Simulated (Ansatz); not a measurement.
Nudged elastic band, with input and output: AlNH6S

System: AlNH6S.
Method: RKS PBE0-D4/def2-SVP (Ansatz 0.2.0).

Figures and captions count atoms from 1; the log counts them from 0 in places.

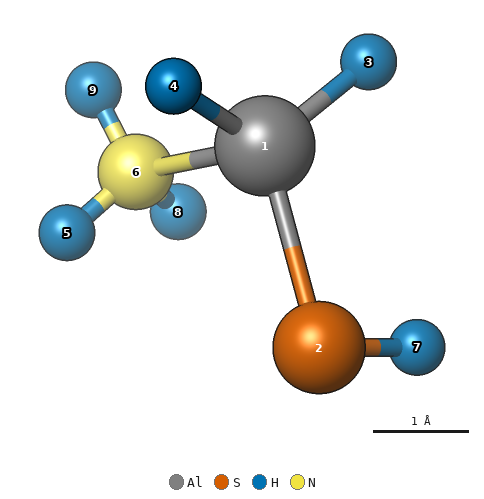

Fig. 1: The starting structure (ball-and-stick view, seen at a tilt; atoms are numbered from 1 in the order of the input). Sticks mark near contacts. Bond lengths as drawn: Al–H 1.59 to 1.60 Å, Al–N 2.05 Å, Al–S 2.24 Å, H–N 1.02 Å and H–S 1.34 Å.

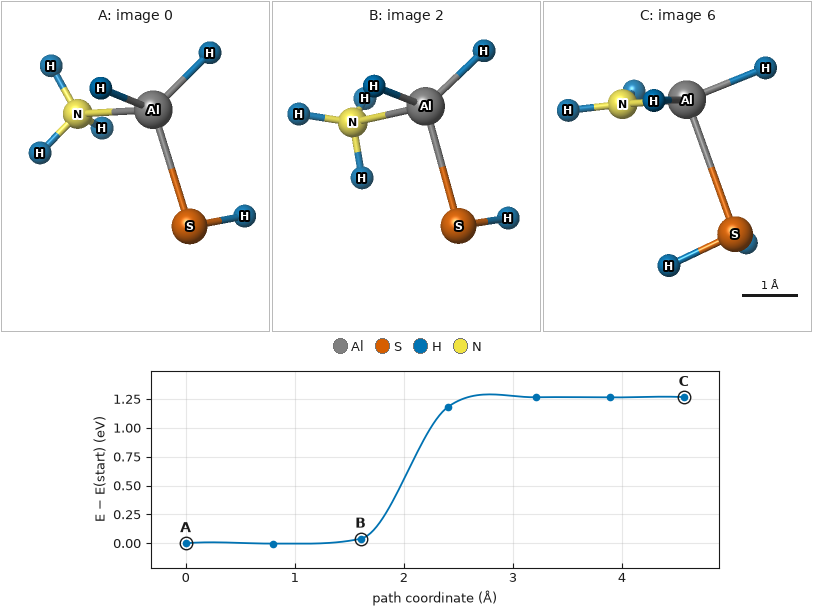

Fig. 2: Images of the last band (counted from 0; ball-and-stick, seen at a tilt) above the energy along the path; the line is a cubic interpolation that uses the forces. No image lies above both ends; the end is 1.267 eV above the start. The path is 4.57 Å long. The band converged in 15 iterations. The end points carry forces over 0.1 eV/Å, so they aren't fully relaxed minima and the barriers are approximate.

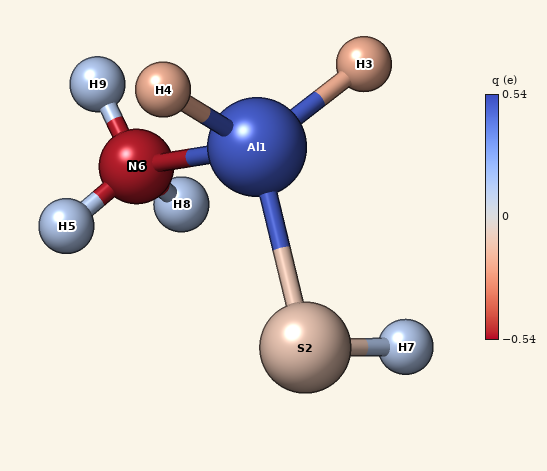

Fig. 3: Mulliken charges, as the colour of each atom (ball-and-stick view, seen at a tilt; atoms are numbered from 1 in the order of the input). By element: Al +0.49, S −0.10, H −0.19 to +0.13 and N −0.51 e.

These pictures come from the run below.

### The input
```yaml
crystal:
  periodic: [false, false, false]
  atoms:
    - {symbol: Al, position_ang: [-0.549875, 0.253334, -0.736973]}
    - {symbol: S, position_ang: [1.148032, 1.691552, -0.963481]}
    - {symbol: H, position_ang: [-0.492226, -1.049537, -1.656335]}
    - {symbol: H, position_ang: [-1.934530, 0.954818, -0.372542]}
    - {symbol: H, position_ang: [-0.000216, 0.175551, 1.775776]}
    - {symbol: N, position_ang: [-0.096626, -0.567183, 1.089868]}
    - {symbol: H, position_ang: [1.937554, 0.816124, -1.606801]}
    - {symbol: H, position_ang: [0.791182, -1.057891, 1.048803]}
    - {symbol: H, position_ang: [-0.803395, -1.216668, 1.421685]}
basis:
  gaussian: {orbitals: def2-SVP}
hamiltonian: {xc: pbe0, dispersion: d4}
neb:
  images: 5
  climbing: true
  max_iterations: 40
  initial_path: idpp
  final_atoms:
    - {symbol: Al, position_ang: [-0.831048, -0.230790, -0.528812]}
    - {symbol: S, position_ang: [1.078682, 1.538215, -0.851457]}
    - {symbol: H, position_ang: [-0.492497, -0.970532, -1.898611]}
    - {symbol: H, position_ang: [-1.960182, 0.886000, -0.403933]}
    - {symbol: H, position_ang: [1.069413, 1.966588, 0.421740]}
    - {symbol: N, position_ang: [-0.366654, -1.075569, 0.977021]}
    - {symbol: H, position_ang: [2.085558, 0.680344, -0.617464]}
    - {symbol: H, position_ang: [0.140634, -1.944510, 1.010795]}
    - {symbol: H, position_ang: [-0.724007, -0.849646, 1.890721]}
```

Command:
```bash
ansatz run in.yaml --threads 2 --pin off --events-out ev --progress --plain --max-ram 4352MiB
```

### What the program printed
```
Functional definition: PBE0
  name "PBE0"
  cite "Adamo & Barone, J. Chem. Phys. 110, 6158 (1999) doi:10.1063/1.478522"
  cite "Perdew, Burke & Ernzerhof, Phys. Rev. Lett. 77, 3865 (1996) doi:10.1103/PhysRevLett.77.3865"
  parent pbe
  parameter a = 0.25
  parameter kappa = 0.804
  parameter beta = 0.06672455060314922
  exchange = (1 - a)*pbe_x(kappa = kappa, mu = beta*pi^2/3) + a*exact_x
  correlation = pbe_c(beta = beta)
828 factors; integrals over basis functions are off by at most 3.4e-4 eV
mean field evaluation 1: about -19003.0638 eV, gradient 4.2e1 eV
mean field evaluation 2: about -19001.8540 eV, gradient 4.8e1 eV
mean field evaluation 4: about -19006.6092 eV, gradient 1.0e0 eV
mean field evaluation 8: about -19006.6253 eV, gradient 8.2e-3 eV
mean field -19006.62532792 eV, -698.4805976478 hartree, gradient 4.1e-5 eV, S^2 0.000000; 0 other end points of the search recorded, 0 dependent functions left out
the calculation of the forces begins
reference -19006.62535506 eV, -698.4805986451 hartree; 21, 21 occupied and 59, 59 virtual orbitals, 828 factors
826 factors; integrals over basis functions are off by at most 1.1e-3 eV
mean field evaluation 16: about -19005.1532 eV, gradient 8.0e0 eV
mean field -19005.36047858 eV, -698.4341152918 hartree, gradient 2.7e-5 eV, S^2 0.000000; 0 other end points of the search recorded, 0 dependent functions left out
[... from here on the field's lines of each further geometry are left out, up to the last ...]
WARN: NEB end point (image 0): max|allowed force component| = 2.338e-1 eV/Å (the criterion of neb.relax_end_points is 1.000e-2). That is over neb.f_tol: it is no minimum, so the barrier can be far off. Relax it first
WARN: NEB end point (image 6): max|allowed force component| = 2.887e-1 eV/Å (the criterion of neb.relax_end_points is 1.000e-2). That is over neb.f_tol: it is no minimum, so the barrier can be far off. Relax it first
NEB iter   1: max|band force component| = 3.808e0 eV/Å  barrier→ = 4.0552 eV  barrier← = 2.7886 eV  Δτ_max = 0.2000 Å  (179 SCF iters)
NEB iter   2: max|band force component| = 3.303e0 eV/Å  barrier→ = 3.1958 eV  barrier← = 1.9293 eV  Δτ_max = 0.2000 Å  (143 SCF iters)
NEB iter   3: max|band force component| = 7.407e0 eV/Å  barrier→ = 2.6380 eV  barrier← = 1.3714 eV  Δτ_max = 0.1009 Å  (137 SCF iters)
NEB iter   4: max|band force component| = 2.346e0 eV/Å  barrier→ = 2.2925 eV  barrier← = 1.0260 eV  Δτ_max = 0.2000 Å  (135 SCF iters)
NEB iter   5: max|band force component| = 1.521e0 eV/Å  barrier→ = 1.4756 eV  barrier← = 0.2091 eV  Δτ_max = 0.1019 Å  (129 SCF iters)
NEB iter   6: max|band force component| = 6.202e-1 eV/Å  barrier→ = 1.3098 eV  barrier← = 0.0433 eV  Δτ_max = 0.2000 Å  (133 SCF iters)
NEB iter   7: max|band force component| = 3.451e-1 eV/Å  barrier→ = 1.2853 eV  barrier← = 0.0188 eV  CI = image 5  Δτ_max = 0.2000 Å  (130 SCF iters)
NEB iter   8: max|band force component| = 1.056e0 eV/Å  barrier→ = 1.2934 eV  barrier← = 0.0269 eV  CI = image 3  Δτ_max = 0.1000 Å  (129 SCF iters)
NEB iter   9: max|band force component| = 6.603e-1 eV/Å  barrier→ = 1.2704 eV  barrier← = 0.0038 eV  CI = image 4  Δτ_max = 0.1900 Å  (129 SCF iters)
NEB iter  10: max|band force component| = 1.492e-1 eV/Å  barrier→ = 1.2675 eV  barrier← = 0.0010 eV  CI = image 4  Δτ_max = 0.1974 Å  (130 SCF iters)
NEB iter  11: max|band force component| = 7.529e-1 eV/Å  barrier→ = 1.2668 eV  barrier← = 0.0002 eV  CI = image 4  Δτ_max = 0.1003 Å  (129 SCF iters)
NEB iter  12: max|band force component| = 1.972e-1 eV/Å  barrier→ = 1.2659 eV  barrier← = -0.0007 eV  CI = image 4  Δτ_max = 0.0594 Å  (125 SCF iters)
NEB iter  13: max|band force component| = 6.041e-2 eV/Å  barrier→ = 1.2657 eV  barrier← = -0.0009 eV  CI = image 4  Δτ_max = 0.0298 Å  (130 SCF iters)
NEB iter  14: max|band force component| = 6.091e-2 eV/Å  barrier→ = 1.2655 eV  barrier← = -0.0010 eV  CI = image 4  Δτ_max = 0.0150 Å  (123 SCF iters)
the calculation of the forces begins
reference -19005.35842904 eV, -698.4340399728 hartree; 21, 21 occupied and 59, 59 virtual orbitals, 830 factors
these checks for a lower state are left out or cut short: stability, starts, cluster_reference, orbital_swaps, neighbouring_geometries, increment
830 factors; integrals over basis functions are off by at most 8.2e-4 eV
mean field -19005.35665777 eV, -698.4339748795 hartree, gradient 8.4e-7 eV, S^2 0.000000; 0 other end points of the search recorded, 0 dependent functions left out
the calculation of the forces begins
reference -19005.35668648 eV, -698.4339759348 hartree; 21, 21 occupied and 59, 59 virtual orbitals, 830 factors
NEB iter  15: max|band force component| = 3.202e-2 eV/Å  barrier→ = 1.2651 eV  barrier← = -0.0014 eV  CI = image 4  CI's point: of a kind that is not told: the force calls were inconclusive, a negative curvature could not be distinguished from the path's own, the only one lies far off the path, or fixed occupations may fill a level only in part  Δτ_max = 0.0000 Å  (1487 SCF iters)
Total energy: -19005.49489704 eV, -698.4390550793 hartree
Atom 0 at    -0.812009    -0.127022    -0.633001 Å, force    -0.006581     0.005814    -0.011639 eV/Å
Atom 1 at     0.940097     1.842277    -0.144629 Å, force    -0.010996     0.020729    -0.019801 eV/Å
Atom 2 at    -0.228922    -0.573943    -2.049166 Å, force     0.003823    -0.000744     0.004331 eV/Å
Atom 3 at    -2.147432     0.722323    -0.453367 Å, force     0.001951    -0.002402    -0.001320 eV/Å
Atom 4 at     1.061714     0.971847     0.891938 Å, force     0.004584    -0.027645     0.028422 eV/Å
Atom 5 at    -0.264624    -1.070017     0.813656 Å, force    -0.020408     0.026191    -0.023500 eV/Å
Atom 6 at     1.949379     1.259914    -0.827932 Å, force     0.007899    -0.001310    -0.005633 eV/Å
Atom 7 at     0.333017    -1.887717     0.749268 Å, force    -0.002027    -0.002834     0.015944 eV/Å
Atom 8 at    -0.831320    -1.137563     1.653233 Å, force     0.021757    -0.017800     0.013197 eV/Å
Dipole moment:     0.512201    -0.029822     0.294554 e Å
```

### The last band as extended XYZ (Å, eV, eV/Å)
```
9
Properties=species:S:1:pos:R:3:forces:R:3 image=0 energy=-19006.76002
Al   -0.5499    0.2533   -0.7370   -0.0278   0.0628  -0.0859
S     1.1480    1.6916   -0.9635   -0.0989   0.1380   0.1060
H    -0.4922   -1.0495   -1.6563    0.0063  -0.0553  -0.0327
H    -1.9345    0.9548   -0.3725   -0.0477   0.0223   0.0184
H    -0.0002    0.1756    1.7758    0.0316   0.1773   0.2028
N    -0.0966   -0.5672    1.0899   -0.0651   0.0894  -0.2338
H     1.9376    0.8161   -1.6068    0.1399  -0.1227  -0.1128
H     0.7912   -1.0579    1.0488    0.2313  -0.1379   0.0266
H    -0.8034   -1.2167    1.4217   -0.1697  -0.1737   0.1114
9
Properties=species:S:1:pos:R:3:forces:R:3 image=1 energy=-19006.76310
Al   -0.5588    0.2333   -0.7631    0.0003  -0.0019   0.0004
S     1.0314    1.8141   -0.8259   -0.0001   0.0014  -0.0005
H    -0.3638   -1.0100   -1.7500   -0.0006   0.0008   0.0007
H    -2.0056    0.8164   -0.4178    0.0006   0.0006   0.0007
H     0.3974    0.0866    1.6069   -0.0023   0.0005   0.0023
N    -0.0879   -0.6301    1.0620    0.0013   0.0011  -0.0037
H     1.9373    1.0546   -1.4795    0.0011  -0.0003  -0.0015
H     0.5497   -1.4225    0.9702   -0.0004  -0.0006   0.0014
H    -0.8997   -0.9424    1.5971    0.0000  -0.0017   0.0003
9
Properties=species:S:1:pos:R:3:forces:R:3 image=2 energy=-19006.72087
Al   -0.6435    0.2188   -0.7851    0.0431   0.0717  -0.0326
S     0.9264    1.8400   -0.5394   -0.0198   0.0523  -0.0903
H    -0.3404   -0.8738   -1.9090    0.0008  -0.0181   0.0222
H    -2.1174    0.7334   -0.4596    0.0109  -0.0072   0.0067
H     0.6634    0.0039    1.2002   -0.0441  -0.1537   0.1445
N    -0.0570   -0.6962    0.9698    0.0346   0.0272  -0.0054
H     1.9232    1.1147   -1.0942   -0.0082   0.0254  -0.0414
H     0.3852   -1.6126    0.8901   -0.0117   0.0024   0.0041
H    -0.7401   -0.7282    1.7272   -0.0056   0.0000  -0.0079
9
Properties=species:S:1:pos:R:3:forces:R:3 image=3 energy=-19005.57696
Al   -0.7649    0.0259   -0.6892    0.0696   0.1997  -0.0784
S     0.9475    1.7128   -0.1578   -0.0371  -0.1104   0.0959
H    -0.3080   -0.7025   -2.0263   -0.0207  -0.0465  -0.0103
H    -2.1668    0.7334   -0.4506   -0.0318  -0.0283  -0.0081
H     0.7506    0.4504    0.7980   -0.3886  -0.5941  -0.0273
N    -0.0807   -0.7894    0.9013    0.1957   0.2346   0.0092
H     1.9346    1.1410   -0.8849   -0.0344  -0.0256   0.0376
H     0.4024   -1.6864    0.8111    0.1124   0.1905  -0.0047
H    -0.7148   -0.8851    1.6983    0.1349   0.1800  -0.0140
9
Properties=species:S:1:pos:R:3:forces:R:3 image=4 energy=-19005.49487
Al   -0.8120   -0.1270   -0.6330   -0.0066   0.0058  -0.0116
S     0.9401    1.8423   -0.1446   -0.0110   0.0207  -0.0198
H    -0.2289   -0.5739   -2.0492    0.0038  -0.0007   0.0043
H    -2.1474    0.7223   -0.4534    0.0020  -0.0024  -0.0013
H     1.0617    0.9718    0.8919    0.0046  -0.0276   0.0284
N    -0.2646   -1.0700    0.8137   -0.0204   0.0262  -0.0235
H     1.9494    1.2599   -0.8279    0.0079  -0.0013  -0.0056
H     0.3330   -1.8877    0.7493   -0.0020  -0.0028   0.0159
H    -0.8313   -1.1376    1.6532    0.0218  -0.0178   0.0132
9
Properties=species:S:1:pos:R:3:forces:R:3 image=5 energy=-19005.49620
Al   -0.7983   -0.1585   -0.6348   -0.0162  -0.0250  -0.0081
S     0.9086    1.8731   -0.2163   -0.0025  -0.0115   0.0085
H    -0.2221   -0.4762   -2.0896    0.0087   0.0033   0.0028
H    -2.1030    0.7244   -0.3856    0.0073   0.0093   0.0044
H     1.0747    1.4930    1.0702   -0.0002   0.0113  -0.0031
N    -0.3310   -1.2674    0.6969   -0.0115   0.0305  -0.0132
H     2.0117    1.2044   -0.6175    0.0015  -0.0019   0.0005
H     0.3049   -2.0518    0.6094   -0.0015  -0.0017   0.0025
H    -0.8456   -1.3410    1.5675    0.0144  -0.0142   0.0057
9
Properties=species:S:1:pos:R:3:forces:R:3 image=6 energy=-19005.49348
Al   -0.7763   -0.1154   -0.6385   -0.0982  -0.0164  -0.0825
S     0.9830    1.7940   -0.2645   -0.0835   0.1695  -0.1853
H    -0.2970   -0.3792   -2.1348    0.0234  -0.0134  -0.0503
H    -2.0058    0.8310   -0.2772   -0.0430   0.0340   0.0211
H     0.8644    1.8137    1.0735   -0.0152   0.0232   0.2131
N    -0.3233   -1.3439    0.5790   -0.0147   0.2341  -0.1643
H     2.0478    0.9763   -0.2170    0.1821  -0.1165  -0.0009
H     0.2569   -2.1453    0.3927    0.1756  -0.2641  -0.0396
H    -0.7499   -1.4311    1.4868   -0.1264  -0.0504   0.2887
```

### Results in brief

| quantity | value |
| --- | --- |
| outcome | converged |
| barrier, forward | 1.265 eV |
| barrier, backward | −0.001 eV |
| dipole moment (one image of the band) | 2.84 D |
| hardware | 2 threads of Arm Neoverse V1, 23 GiB of memory available, shared host |
| wall time | 3 min (CPU time 5.8 min) |
| peak memory | 0.38 GiB |
